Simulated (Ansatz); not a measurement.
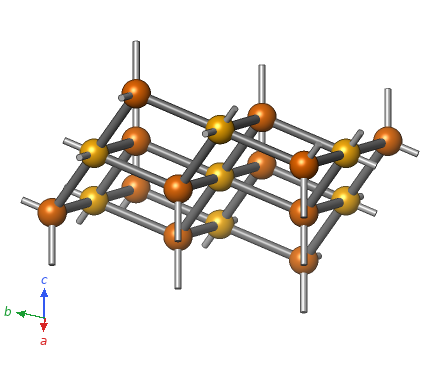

A cut-out of a periodic net derived from a crystal structure. Nodes are coloured by topological kind. Short stubs are edges that leave the cut-out.

**Describe the net.**

A binodal (4,6)-connected, three-periodic net.

**Give point symbol and coordination sequence of each kind of node.**

4-connected node: 4³·6³, sequence 4, 15, 27, 49, 76; 6-connected node: 4⁶·6⁶·8³, sequence 6, 12, 30, 50, 74.

Origin of the net. System EuPtO₂ (space group R-3m, No. 166); source of the atomic positions: the end point of a relaxation with Ansatz, DFT PBEsol, scalar-relativistic, plane waves, PAW; the starting structure was generated, so it need not be a known form of this composition. Bonds are taken as Eu–O below 2.6 Å and O–Pt below 2.2 Å; no other contact counts. The graph is simplified in the usual way: terminal and isolated atoms are pruned, two-connected atoms become edges. O is a 4-connected node; Eu is a 6-connected node, in the ratio 2:1. Pt becomes part of the edges.
